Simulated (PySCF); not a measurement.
C$_{6}$H$_{7}$NO$_{2}$S

```xyz
17

C    -2.6205    0.8312    0.0472
S    -1.7392   -0.7055   -0.3206
O    -1.9200   -1.0472   -1.7064
O    -2.0869   -1.7058    0.6531
C     0.0066   -0.2871   -0.0805
C     0.9653   -1.2621   -0.2850
C     2.2923   -0.9073   -0.0927
C     2.5837    0.3941    0.2911
C     1.5358    1.2855    0.4660
N     0.2668    0.9512    0.2832
H    -3.6780    0.6385   -0.0821
H    -2.3940    1.1019    1.0690
H    -2.2726    1.5840   -0.6464
H     0.6605   -2.2517   -0.5825
H     3.0823   -1.6288   -0.2390
H     3.6023    0.7105    0.4514
H     1.7087    2.3105    0.7643
```

Geometry: GFN2-xTB.

The calculation used B3LYP/pcSseg-1, SCF density, in a chloroform solvent model, non-relativistic in PySCF.

Q: Predict the electron density and electron localisation function between the atoms.

A: C–N (1.32 Å): ρ at the midpoint is about 2.5 e/Å³; the ELF peaks at about 0.90 between the atoms; a covalent bond.
C–C (1.38 Å): the density is about 2.1 e/Å³ at the midpoint; the ELF peaks at about 0.95 between the atoms, as expected for a covalent bond.
C–S (1.81 Å): ρ is about 1.4 e/Å³ halfway; the ELF peaks at about 0.95 between the atoms (localised, covalent bonding).
C–H (1.08 Å): ρ is about 2.1 e/Å³ halfway; the ELF climbs to about 1 towards the hydrogen, as it does in any bond to H; an ordinary covalent bond to hydrogen.

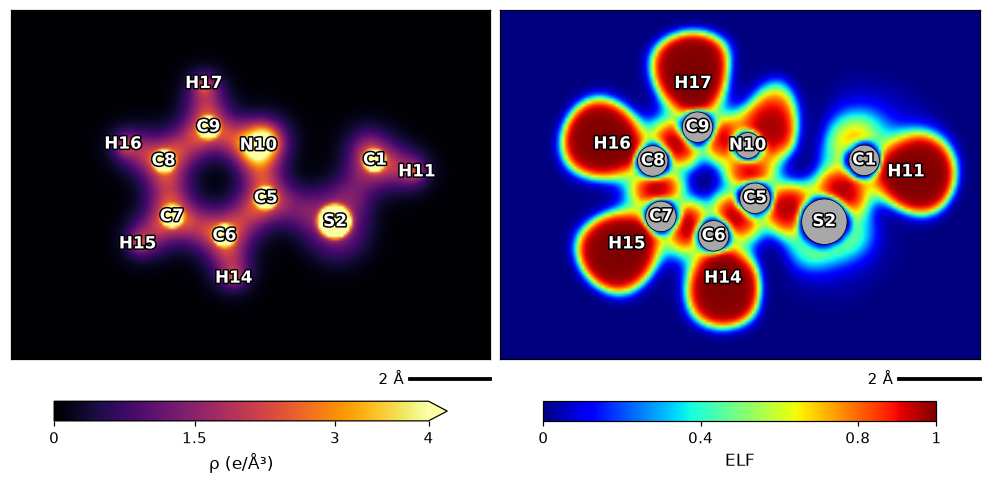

Computed electron density and electron localisation function on the plane of atoms C6, C7 and C8, in this order. Grey discs cover the atomic cores in the ELF map. 
